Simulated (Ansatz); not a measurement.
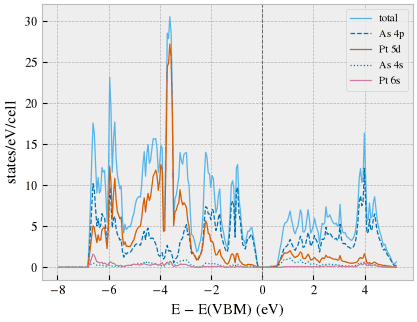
*Total and projected density of states of As$_{2}$Pt in space group Pa-3 (No. 205; Pt on 4a, As on 8c), DFT-LDA in the program Ansatz with PAW potentials*

Task: Which orbitals carry the states next to the gap?

Result: Top 1 eV of the valence band: As 4p 81 %, Pt 5d 10 %. Bottom 1 eV of the conduction band: As 4p 47 %, Pt 5d 32 %, As 4s 17 %. Projections are on Löwdin-orthogonalised atomic valence shells; empty p or d shells of many metals are not among them.

Task: Where is the tallest occupied peak in this window, and what makes it?

Result: Near -3.6 eV, about 31 states/eV per cell; the largest projected share is Pt 5d.

The cell was relaxed with LDA under the symmetry of its start. No spin polarisation was allowed. Scalar-relativistic: spin–orbit coupling is off unless named, which matters more the heavier the elements.

Potentials: the later of the program's two PAW sets.
